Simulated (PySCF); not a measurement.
**InF3 (SMILES [F][In]([F])[F]): levels of theory compared**

Aim: a comparison of 6 runs (HF/def2-SVP, HF/def2-SVPD, PBE0/def2-SVP, PBE0/def2-TZVP, SVWN5/def2-TZVP, MP2/def2-SVPD) of InF3. The job is set up through a Python script.

The calculation is run with PySCF 2.14.0.

**1. Starting point**

InF3 has 4 atoms, charge 0, and is taken as a singlet. SMILES: `[F][In]([F])[F]`. The shape is that of a PBE0-D4/def2-TZVP optimisation.

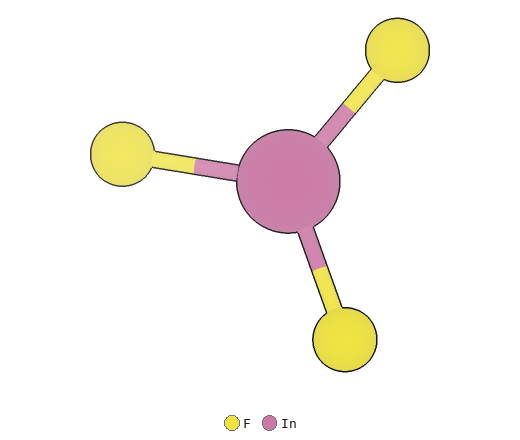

Viewed from a chosen angle; fluorine yellow, indium pink.

**2. Energy and forces at HF/def2-SVP (core potential) (run 1)**

The input, input.py:

```python
from pyscf import gto, scf

mol = gto.M(
    atom=[
    ('F', (-1.305700, -0.375500, 1.339800)),
    ('In', (0.013900, -0.015100, -0.005100)),
    ('F', (1.768100, -0.777100, 0.143700)),
    ('F', (-0.421000, 1.107400, -1.498700)),
],
    verbose=4,
    basis='def2-svp',
    max_memory=1860,
    spin=0,
    charge=0,
    ecp={'In': 'def2-svp'},
)

myscf = scf.RHF(mol)
myscf.conv_tol = 1e-10
myscf.kernel()
if not myscf.converged:
    myscf = myscf.newton().run(myscf.mo_coeff, myscf.mo_occ)

e_tot = myscf.e_tot
print(f'total energy: {e_tot:.8f} hartree')
grad = myscf.nuc_grad_method().kernel()
myscf.analyze()
```

The run is started by

```sh
$ OMP_NUM_THREADS=1 python input.py
```

The program printed:

```text
PySCF version 2.14.0

[... 81 lines left out ...]
MO #3   energy= -26.2525072059464  occ= 2
[... 12 lines left out ...]
MO #16  energy= -0.674591181510976 occ= 2
[... 12 lines left out ...]
MO #29  energy= 0.258389851399667  occ= 0
[... 12 lines left out ...]
MO #42  energy= 1.56899988349452   occ= 0
[... 12 lines left out ...]
MO #55  energy= 3.48519032695744   occ= 0
[... 12 lines left out ...]
MO #68  energy= 61.6105784079637   occ= 0
[... 75 lines left out ...]
Dipole moment(X, Y, Z, Debye):  0.00100, -0.00032, -0.00033
```

Run time: 3.3 s. Hardware: 1 thread of Intel Xeon Platinum 8488C (Sapphire Rapids), shared host; peak memory 0.14 GiB.

**3. Energy and gradient at HF/def2-SVPD (core potential) (run 2)**

The input, job.py:

```python
from pyscf import gto, scf

mol = gto.M(
    atom='''
F     -2.467415    -0.709592     2.531855
In     0.026267    -0.028535    -0.009638
F      3.341225    -1.468506     0.271554
F     -0.795575     2.092683    -2.832133
''',
    ecp={'In': 'def2-svp'},
    unit='bohr',
    charge=0,
    verbose=4,
    max_memory=1860,
    basis='def2-svpd',
    spin=0,
)

myscf = scf.RHF(mol)
myscf.conv_tol = 1e-10
myscf.kernel()
if not myscf.converged:
    myscf = myscf.newton().run(myscf.mo_coeff, myscf.mo_occ)

e_final = myscf.e_tot
print(f'total energy: {e_final:.8f} hartree')
grad = myscf.nuc_grad_method().kernel()
myscf.analyze()
```

The run is started by

```sh
$ OMP_NUM_THREADS=1 python job.py
```

The program printed:

```text
PySCF version 2.14.0

[... 84 lines left out ...]
MO #6   energy= -3.73526286822295  occ= 2
[... 18 lines left out ...]
MO #25  energy= -0.0129979128433959 occ= 0
[... 18 lines left out ...]
MO #44  energy= 0.350327047261015  occ= 0
[... 18 lines left out ...]
MO #63  energy= 0.909480693302738  occ= 0
[... 18 lines left out ...]
MO #82  energy= 2.40152989767467   occ= 0
[... 18 lines left out ...]
MO #101 energy= 61.6293562444546   occ= 0
[... 108 lines left out ...]
Dipole moment(X, Y, Z, Debye):  0.00096, -0.00031, -0.00032
```

Wall time 8.1 s (1 thread of Intel Xeon Platinum 8488C (Sapphire Rapids), shared host); peak memory 0.22 GiB.

Runs 3 to 5 aren't shown in full; the table further down has their settings and results.

**4. Energy and gradient at MP2/def2-SVPD (core potential) (run 6)**

The input, start.xyz:

```xyz
4
F3In
F     -1.305700    -0.375500     1.339800
In     0.013900    -0.015100    -0.005100
F      1.768100    -0.777100     0.143700
F     -0.421000     1.107400    -1.498700
```

The input, input.py:

```python
import pyscf.grad
from pyscf import gto, scf, mp

mol = gto.M(
    atom='start.xyz',
    ecp={'In': 'def2-svp'},
    max_memory=1860,
    verbose=4,
    spin=0,
    basis='def2-svpd',
)

calc0 = scf.RHF(mol)
calc0.conv_tol = 1e-10
calc0.kernel()
if not calc0.converged:
    calc0 = calc0.newton().run(calc0.mo_coeff, calc0.mo_occ)

pt = mp.MP2(calc0, frozen=7).run()
etot = pt.e_tot
print('Final energy', etot)
grad = pt.Gradients().kernel()
calc0.analyze()
```

The run is started by

```sh
$ OMP_NUM_THREADS=1 python input.py
```

The program printed:

```text
PySCF version 2.14.0

[... 89 lines left out ...]
MO #6   energy= -3.73526284851043  occ= 2
[... 18 lines left out ...]
MO #25  energy= -0.012997896630381 occ= 0
[... 18 lines left out ...]
MO #44  energy= 0.350327055260446  occ= 0
[... 18 lines left out ...]
MO #63  energy= 0.909480707603514  occ= 0
[... 18 lines left out ...]
MO #82  energy= 2.40152993376992   occ= 0
[... 18 lines left out ...]
MO #101 energy= 61.6293562740214   occ= 0
[... 108 lines left out ...]
Dipole moment(X, Y, Z, Debye):  0.00097, -0.00031, -0.00032
```

It took 15 s on 1 thread of Intel Xeon Platinum 8488C (Sapphire Rapids), shared host; peak memory 1.1 GiB.

**5. Overview of the runs**

```
run                             level  integration grid  frozen core orbitals  energy (Eh)  dipole moment (D) of the reference  HOMO energy (eV)  LUMO energy (eV)  wall time
  1      HF/def2-SVP (core potential)                 –                     –  -487.339374                                0.00            -16.04              0.18      3.3 s
  2     HF/def2-SVPD (core potential)                 –                     –  -487.373218                                0.00            -16.41             -0.35      8.1 s
  3    PBE0/def2-SVP (core potential)                 5                     –  -489.192023                                0.00            -10.86             -3.23       10 s
  4   PBE0/def2-TZVP (core potential)                 5                     –  -489.590673                                0.00            -11.14             -3.42       40 s
  5  SVWN5/def2-TZVP (core potential)                 5                     –  -487.677740                                0.00             -9.50             -4.78       30 s
  6    MP2/def2-SVPD (core potential)                 –                     7  -488.066611                                0.00            -16.41             -0.35       15 s
```

**6. What came out**

```
                                          quantity          value
                               run 6: total energy  -488.06661 Eh
       run 6: dipole moment (Hartree–Fock density)         0.00 D
        run 6: HOMO energy (Hartree–Fock orbitals)      -16.41 eV
        run 6: LUMO energy (Hartree–Fock orbitals)       -0.35 eV
      run 6: HOMO–LUMO gap (Hartree–Fock orbitals)       16.06 eV
run 6: correlation energy (7 core orbitals frozen)     -693.4 mEh
                   run 6: largest force on an atom     0.930 eV/Å
```

Over runs 1, 2, 3, 4, 5 the HOMO–LUMO gap runs from 4.72 eV (SVWN5/def2-TZVP) to 16.22 eV (HF/def2-SVP). The two ends differ in method and basis. Totals of different functionals can't be ranked against each other. All runs together took 1.8 min, the longest 40 s.
